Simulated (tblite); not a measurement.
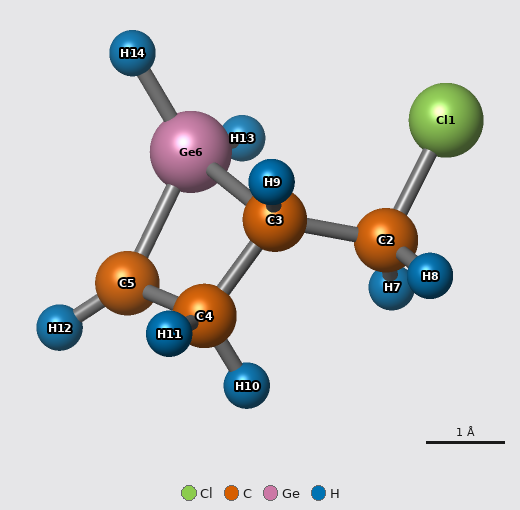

The structure (ball-and-stick view, seen at a tilt; atoms are numbered from 1 in the order of the input). Sticks mark near contacts.

## C₄H₈ClGe: frequency calculation

- system: C₄H₈ClGe, multiplicity 2
- method: GFN2-xTB harmonic vibrations, gas phase (tblite 0.8.0)

It belongs to a series of runs on one base structure; here: H added to sp2 C.

### What the program printed
```
mode    cm-1     km/mol
  1      62.5      0.44
  2      71.3      2.65
  3     136.3      0.85
  4     274.3      7.61
  5     306.5     39.43
  6     316.7      6.14
  7     409.4     31.08
  8     465.1     19.02
  9     490.5      8.96
 10     564.5    131.20
 11     585.2    105.82
 12     723.7     14.78
 13     738.0      5.75
 14     818.8    139.27
 15     824.3     59.59
 16     910.6      5.45
 17     972.5      1.26
 18    1015.7      7.07
 19    1060.3      1.24
 20    1080.0      6.51
 21    1113.1      2.15
 22    1159.9      4.93
 23    1195.3      4.21
 24    1225.0     10.92
 25    1259.9      4.74
 26    1298.1      5.20
 27    1446.9     10.63
 28    1447.8      1.40
 29    1863.9    258.98
 30    1915.6    483.37
 31    2870.7     23.43
 32    2914.9     35.04
 33    2952.7      9.85
 34    2961.4     23.45
 35    2966.2     28.18
 36    3075.4     60.60
```

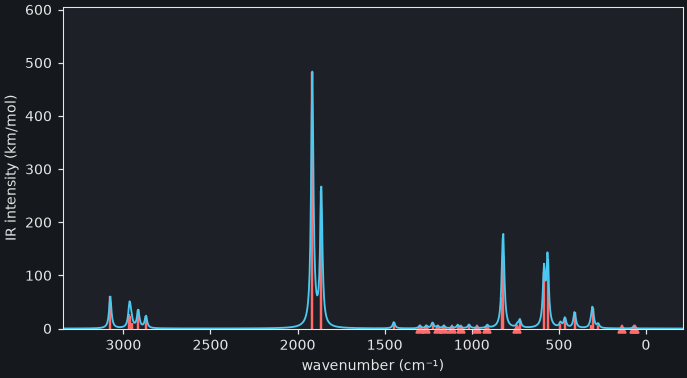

Harmonic infrared spectrum, unscaled: sticks (degenerate modes added up, dark ones marked on the axis) with a Lorentzian envelope of 16 cm⁻¹ full width, scaled to the tallest stick. 36 modes from 62 to 3075 cm⁻¹, none imaginary. The strongest line is at 1916 cm⁻¹ (483 km/mol).

The run was set up as follows.

### Input
```
{"job": {"kind": "ir", "xc": "GFN2-xTB", "basis": "xTB"}, "charge": 0, "multiplicity": 2}
Cl     1.635320     2.205895     0.938955
C      1.508626     0.792570    -0.135070
C      0.485625    -0.153232     0.443030
C     -0.042260    -1.210512    -0.554573
C     -1.498184    -0.886761    -0.561385
Ge    -1.363218     0.614738     0.637067
H      1.192357     1.170922    -1.108004
H      2.505248     0.354572    -0.214150
H      0.891478    -0.619221     1.341759
H      0.415630    -1.110220    -1.545994
H      0.161279    -2.237620    -0.232579
H     -2.232669    -1.486962    -1.071193
H     -1.593826     1.992979     0.062673
H     -2.066084     0.572379     1.977300
```

The first line tells a small driver script what to run in tblite; the rest is the geometry in Å.

Launch command:
```bash
OMP_NUM_THREADS=1 python <driver script> task.json out
```

### Results in brief

| quantity | value |
| --- | --- |
| outcome | converged |
| total energy | −517.0443 eV |
| zero-point energy | 62.1760 kcal/mol |
| hardware | 1 CPU thread, shared host |
| peak memory | 0.18 GiB |
